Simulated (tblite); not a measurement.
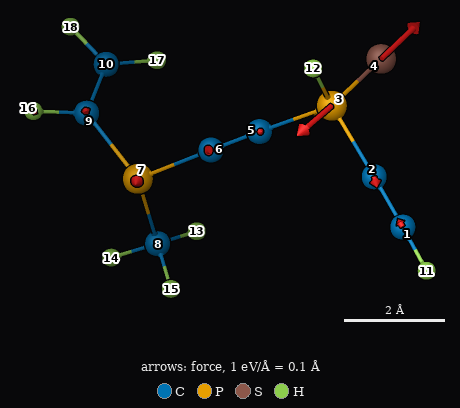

Starting geometry of C₇H₈P₂S with the computed forces as red arrows. The picture is a ball-and-stick view, seen from a free direction.

Level of theory: tblite, GFN2-xTB geometry optimisation, gas phase. 

Is this structure relaxed? If not, where do the atoms go?

It isn't relaxed: the largest force vector, on S4, is 14.09 eV/Å. The final displacements have little in common with the starting forces (cosine between the two patterns 0.10). The largest move after the best rigid fit is that of H17, 1.75 Å. Largest moves by element: H 1.75 Å, S 0.76 Å, C 0.74 Å, P 0.49 Å. Among the contacts that change: P3–S4 1.721 → 1.933 Å, C6–P7 1.804 → 1.767 Å, P7–C9 1.792 → 1.825 Å, C9–H16 1.117 → 1.085 Å. Bond angles that change, for instance: C8–P7–C9 115.0° → 97.7°, C6–P7–C9 113.4° → 98.2°, C6–P7–C8 111.7° → 97.3°. The energy falls by 2.500 eV in 149 geometry steps. The run took 5.9 s on 1 thread of AMD EPYC, with other jobs on the host.
